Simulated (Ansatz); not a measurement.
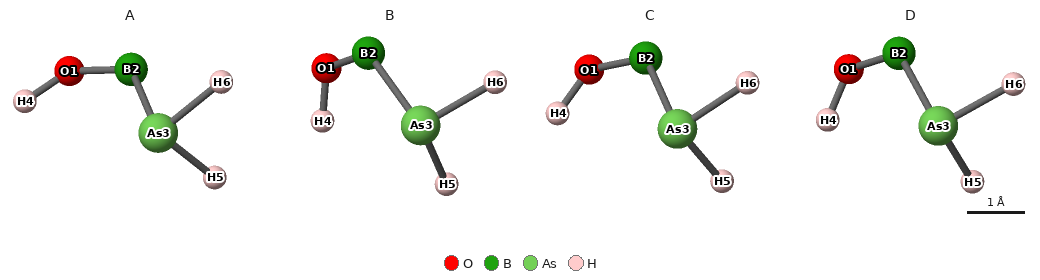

4 geometries from one relaxation of BAsH3O (multiplicity 2), in shuffled order. A ball-and-stick model, seen from a free direction.

The run prepares an end point of a later path (hydrogen shift) calculation, from a guessed geometry.

All numbers below come from UKS B3LYP/def2-SVP (Ansatz 0.2.0). Set-up: collinear spin; force threshold 0.02 eV/Å; at most 50 steps.

Order the frames from highest to lowest energy.

Answer. A, C, D, B. They are steps 0, 4, 6, 15, at +0.127 eV, +0.038 eV, +0.018 eV relative to the last. The largest move after the best rigid fit is that of H4, 0.81 Å. By element the largest moves are H 0.81 Å, B 0.69 Å, As 0.20 Å, O 0.14 Å. Among the contacts that change: As3–H5 1.503 → 1.540 Å, O1–B2 1.302 → 1.328 Å, As3–H6 1.506 → 1.524 Å, O1–H4 0.965 → 0.973 Å. Bond angles that change, for instance: B2–O1–H4 127.3° → 117.7°, B2–As3–H5 90.6° → 96.7°, H5–As3–H6 89.1° → 93.4°. Groups turn about B2–As3 by about 65°. After 13 accepted moves (15 points after the start) the energy has fallen by 0.127 eV. Largest force component: 1.1 eV/Å at the start, 0.0037 eV/Å at the end. The line search rejected the trial steps at points 7, 11 of the run. Cost: 34 s on 2 threads of Intel(R) Xeon(R) Platinum 8488C (Sapphire Rapids) (shared host), peak memory 0.21 GiB.
